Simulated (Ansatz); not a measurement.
```
CELL_PARAMETERS angstrom
3.10368 0.00000 0.00000
-1.55184 2.68787 0.00000
0.00000 0.00000 7.63693
ATOMIC_POSITIONS crystal
W 0.00000 0.00000 0.00000
W 0.00000 0.00000 0.50000
Se 0.33333 0.66667 0.25000
Se 0.66667 0.33333 0.75000
```

Space group P6₃/mmc; started from the nickel arsenide prototype, which need not be the ambient phase; the program warned that a starting moment wasn't kept; spin-polarised, but the moments vanished.

Level of theory: DFT PBEsol, scalar-relativistic, plane waves, PAW in Ansatz 0.2.0.

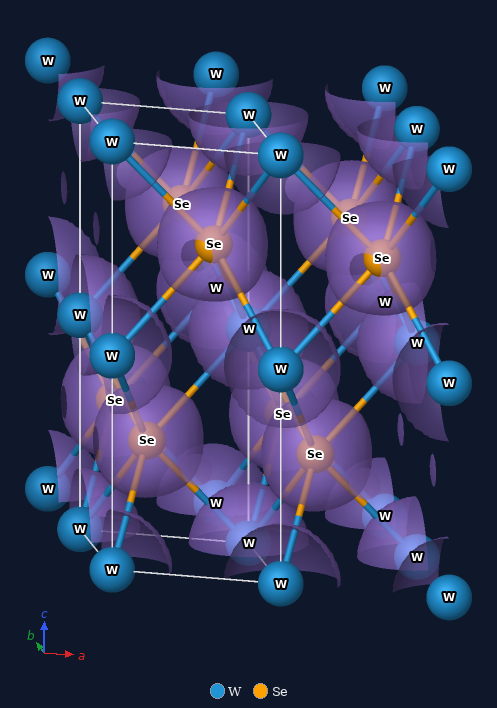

WSe. Isosurface of the valence pseudo-density at 0.6 e/Å³ (purple), seen at an oblique angle. Sticks mark near contacts.

The density is the valence pseudo-density of a PAW calculation; it isn't the true density close to the nuclei.

### What does this surface tell about the bonding?

At this value the density breaks into separate islands; it holds about 75 % of the electrons treated as valence (semicore included). It bridges none of the near contacts. It is pinched off along the sampled W–Se (2.62 Å) contacts. On the grid the lowest density along these lines, outside the cores, is 0.43 e/Å³ (W–Se, 2.62 Å).
